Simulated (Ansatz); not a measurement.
**Geometry relaxation, with input and output: BSiH$_{7}$O (part 2 of 2)**

The same run, continued: BSiH$_{7}$O; RKS PBE-D4/def2-SVP (Ansatz 0.2.0). The input holds or restrains some coordinates. It belongs to a series of runs on one base structure; here: pulled along the bonds that form and break, towards end B.

Geometry of the input (Å):
```
B  0.0000  0.0000  0.0000
O  0.0000  0.0000  1.7600
H  -0.9095  -0.2814  2.0971
H  1.0305  0.0000  -0.5950
H  -1.0305  0.0000  -0.5950
Si 0.1008  2.1328  0.7095
H  0.6771  2.1737  2.0503
H  0.9351  2.9107  -0.2019
H  -1.2441  2.7001  0.7410
H  0.0529  1.1188  1.7067
```

Trajectory as extended XYZ, continued:
```
10
Properties=species:S:1:pos:R:3:forces:R:3 step=4 energy=-10700.47063
B     0.0102    0.3250   -0.2791    0.0445   1.1910   0.9264
O     0.0083   -0.1639    2.1104   -0.0050  -0.9506  -0.9245
H    -0.9496   -0.3037    2.1107   -0.5306  -0.2758   0.1233
H     1.0806   -0.0463   -0.6104    0.5194  -0.8178  -0.2183
H    -1.0737   -0.0394   -0.6044   -0.3967  -0.7539  -0.0914
Si    0.0632    2.2436    0.3276   -0.9951  -2.3053   3.5621
H     0.6571    2.1893    1.9714   -0.3892   0.2477  -1.7537
H     1.0196    3.0121   -0.2773    1.7820   2.1780  -1.4652
H    -1.2716    2.7334    0.7324   -0.4432   0.7151  -0.3435
H     0.0681    0.8047    2.1914    0.4140   0.7716   0.1847
10
Properties=species:S:1:pos:R:3:forces:R:3 step=5 energy=-10700.78449
B     0.0122    0.4002   -0.3358    0.0304  -0.2299   0.5183
O     0.0003   -0.2387    2.1490   -0.1837   0.9054  -0.3894
H    -0.9732   -0.3141    2.1135   -0.1033  -0.1776   0.0716
H     1.0849   -0.0750   -0.6145   -0.0087  -0.3670  -0.1269
H    -1.0733   -0.0681   -0.6038    0.0776  -0.3670  -0.0497
Si    0.0523    2.2599    0.3074   -0.0108  -0.7639   2.9134
H     0.6414    2.1984    1.8876   -0.3361   0.1338  -1.4855
H     1.0523    3.0795   -0.3093    0.6150   1.2008  -0.7470
H    -1.2887    2.7714    0.7066   -0.2582   0.5816  -0.3978
H     0.1041    0.7412    2.3719    0.1777  -0.9163  -0.3071
10
Properties=species:S:1:pos:R:3:forces:R:3 step=6 energy=-10701.19766
B     0.0360    0.4360   -0.3144   -0.0646  -0.7840   0.3532
O    -0.0587   -0.3530    2.1576   -0.0225   1.1901  -0.1942
H    -1.0397   -0.3124    2.1657    0.1582  -0.0778   0.0170
H     1.0798   -0.1099   -0.6145   -0.0438  -0.0445  -0.0123
H    -1.0238   -0.1089   -0.5806    0.1212  -0.0115  -0.0382
Si    0.0752    2.2741    0.4042   -0.2667   0.6882  -0.0733
H     0.6780    2.2374    1.7761    0.1515   0.0518   0.3731
H     0.9843    3.2109   -0.3573   -0.1332   0.0526  -0.0422
H    -1.3029    2.9002    0.5858    0.2641  -0.0053  -0.0435
H     0.1840    0.5803    2.4502   -0.1641  -1.0596  -0.3396
10
Properties=species:S:1:pos:R:3:forces:R:3 step=7 energy=-10701.24051
B     0.0631    0.4285   -0.2932   -0.0034  -0.6891   0.0602
O    -0.1580   -0.3576    2.1676    0.3827   0.3447  -0.5538
H    -1.1250   -0.2350    2.2147    0.0183   0.2137   0.0952
H     1.1170   -0.1300   -0.5332   -0.0058  -0.0116   0.0958
H    -0.9514   -0.0796   -0.7337   -0.0177  -0.0594   0.0997
Si    0.0741    2.2670    0.4245    0.0567   0.4908   0.2966
H     0.7999    2.2620    1.7667   -0.0073   0.0973  -0.0490
H     0.8392    3.2267   -0.4559   -0.0269   0.0246   0.0087
H    -1.2873    2.8583    0.6950    0.0097   0.0246   0.0260
H     0.2407    0.5146    2.4202   -0.4065  -0.4356  -0.0795
10
Properties=species:S:1:pos:R:3:forces:R:3 step=8 energy=-10701.21371 accepted=F
B     0.1033    0.4615   -0.3503   -0.1124  -1.3056   0.9234
O    -0.2394   -0.3771    2.0751    0.3627   0.5585  -0.3178
H    -1.1913   -0.1850    2.1854    0.0537   0.1194   0.0211
H     1.1483   -0.1730   -0.4146   -0.0907   0.2149  -0.2550
H    -0.9205   -0.1274   -0.6727    0.1523   0.2420  -0.2633
Si    0.1011    2.2685    0.4434    0.0576   0.7506   0.0344
H     0.9331    2.3580    1.7233   -0.0675  -0.1029  -0.1491
H     0.7192    3.2684   -0.5075    0.0123   0.0584   0.0312
H    -1.2583    2.8135    0.8062   -0.0282  -0.0401   0.0426
H     0.2168    0.4473    2.3844   -0.3399  -0.4953  -0.0676
10
Properties=species:S:1:pos:R:3:forces:R:3 step=9 energy=-10701.25829
B     0.0886    0.4342   -0.3215   -0.0909  -0.8706   0.3043
O    -0.2140   -0.3656    2.1245    0.1982   0.5861  -0.3866
H    -1.1689   -0.1816    2.2592    0.2600   0.0942  -0.0150
H     1.1438   -0.1439   -0.5068   -0.0166   0.0336   0.0076
H    -0.9264   -0.1009   -0.7320    0.0422   0.0472  -0.0220
Si    0.0862    2.2584    0.4280    0.0014   0.6686   0.2009
H     0.8524    2.2989    1.7430    0.0194  -0.0075  -0.0236
H     0.7836    3.2571   -0.4687   -0.0206  -0.0077   0.0063
H    -1.2763    2.8248    0.7489   -0.0034  -0.0204   0.0124
H     0.2434    0.4732    2.3981   -0.3898  -0.5235  -0.0843
10
Properties=species:S:1:pos:R:3:forces:R:3 step=10 energy=-10701.26851
B     0.1070    0.4264   -0.3298   -0.0905  -0.7928   0.2703
O    -0.2518   -0.3445    2.1177    0.2819   0.5894  -0.3432
H    -1.1986   -0.1326    2.2500    0.1122   0.0577  -0.0186
H     1.1641   -0.1535   -0.4928   -0.0077   0.0097   0.0118
H    -0.8985   -0.0923   -0.7824    0.0358   0.0321   0.0064
Si    0.0964    2.2430    0.4375    0.0170   0.6423   0.2080
H     0.9289    2.3044    1.7107   -0.0018  -0.0093  -0.0329
H     0.7126    3.2653   -0.4918   -0.0208  -0.0039   0.0055
H    -1.2660    2.7643    0.8277   -0.0114  -0.0110   0.0127
H     0.2181    0.4744    2.4258   -0.3147  -0.5141  -0.1199
10
Properties=species:S:1:pos:R:3:forces:R:3 step=11 energy=-10701.27115
B     0.1265    0.4162   -0.3235   -0.0889  -0.7656   0.2592
O    -0.2966   -0.3452    2.1195   -0.0060   0.8527  -0.3103
H    -1.2236   -0.0101    2.1812    0.4175  -0.1517  -0.0179
H     1.1842   -0.1679   -0.4616   -0.0030   0.0012  -0.0031
H    -0.8722   -0.0930   -0.7985    0.0238   0.0124  -0.0014
Si    0.1013    2.2282    0.4528   -0.0287   0.6893   0.1359
H     0.9907    2.3093    1.6805    0.0039   0.0070   0.0157
H     0.6328    3.2779   -0.5040   -0.0362  -0.0498   0.0438
H    -1.2655    2.6996    0.9039    0.0482  -0.0255   0.0058
H     0.2348    0.4396    2.4224   -0.3305  -0.5702  -0.1278
10
Properties=species:S:1:pos:R:3:forces:R:3 step=12 energy=-10701.27034
B     0.1609    0.4034   -0.3355   -0.1877  -0.6804   0.1692
O    -0.3762   -0.3125    2.1015    0.3246   0.8454  -0.1993
H    -1.2625    0.1041    2.2026    0.2582  -0.1373  -0.0642
H     1.2211   -0.1785   -0.4573    0.0023  -0.0382   0.0331
H    -0.8264   -0.0889   -0.8557    0.0636   0.0240   0.0392
Si    0.1137    2.2054    0.4632   -0.0237   0.7429   0.2012
H     1.0662    2.3159    1.6496   -0.0690   0.0094  -0.0920
H     0.5342    3.2877   -0.5226   -0.0459  -0.1137   0.1313
H    -1.2499    2.6089    1.0015    0.1150  -0.0266  -0.0513
H     0.2311    0.4093    2.4254   -0.4374  -0.6256  -0.1673
10
Properties=species:S:1:pos:R:3:forces:R:3 step=13 energy=-10701.27997
B     0.1547    0.4059   -0.3362   -0.0818  -0.7339   0.2494
O    -0.3621   -0.3059    2.1017    0.4272   0.5442  -0.3188
H    -1.2474    0.1047    2.1679    0.0046  -0.0034   0.0046
H     1.2057   -0.1981   -0.4368   -0.0029   0.0070   0.0000
H    -0.8302   -0.0810   -0.8583   -0.0053   0.0040   0.0020
Si    0.1124    2.2052    0.4659    0.0098   0.6394   0.1364
H     1.0591    2.3208    1.6452    0.0119   0.0013   0.0146
H     0.5293    3.2860   -0.5072   -0.0074  -0.0036   0.0136
H    -1.2445    2.6033    0.9979   -0.0301   0.0091   0.0101
H     0.2353    0.4137    2.4327   -0.3261  -0.4641  -0.1118
```

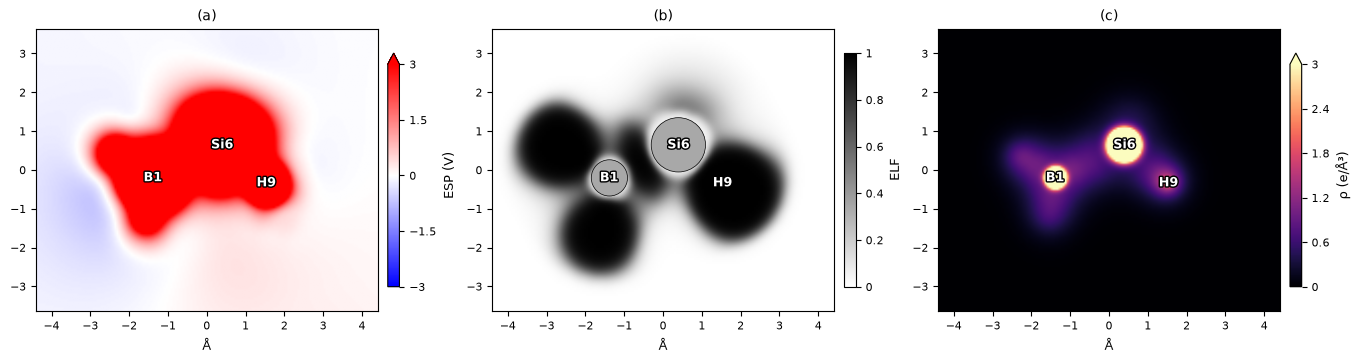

Figure 1. (a) molecular electrostatic potential; (b) electron localisation function; (c) total electron density on the plane of atoms B1, Si6 and H9. Grey discs, where drawn, cover atomic cores. Atoms in the plane: B, Si and H. Si–B (1.97 Å): ρ is about 0.83 e/Å³ halfway; the ELF peaks at about 1 between the atoms, which marks localised, shared-pair bonding. Si–H (1.51 Å): ρ at the midpoint is about 0.73 e/Å³; the ELF climbs to about 1 towards the hydrogen, as it does in any bond to H.

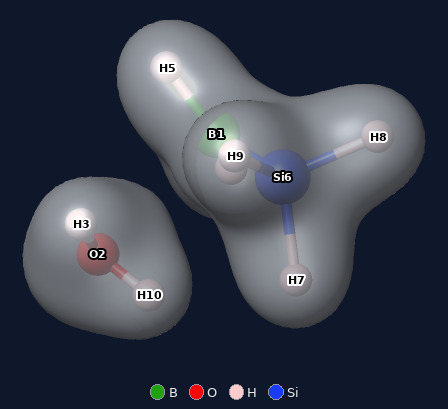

Figure 2. Isosurface of the total electron density at 0.15 e/Å³ (grey), seen at an oblique angle. At this value the surface falls into two separate pieces. It is pinched off along the B···O (2.59 Å) contacts. On the grid the lowest density along these lines, outside the cores, is 0.12 e/Å³ (B···O, 2.59 Å), 0.75 e/Å³ (Si–B, 1.97 Å), 2.3 e/Å³ (O–H, 0.98 Å) and 1.1 e/Å³ (B–H, 1.22 Å).

Results in brief:

- outcome: converged under the restraints of the input
- total energy: −10701.2800 eV
- mean-field energy: −10701.1339 eV
- largest force (length of the vector) at the end, held atoms and coordinates included: 0.779 eV/Å
- hardware: 1 thread of Intel Xeon (Granite Rapids), 32 GiB of memory available, shared host
- wall time: 15 s
- peak memory: 0.16 GiB
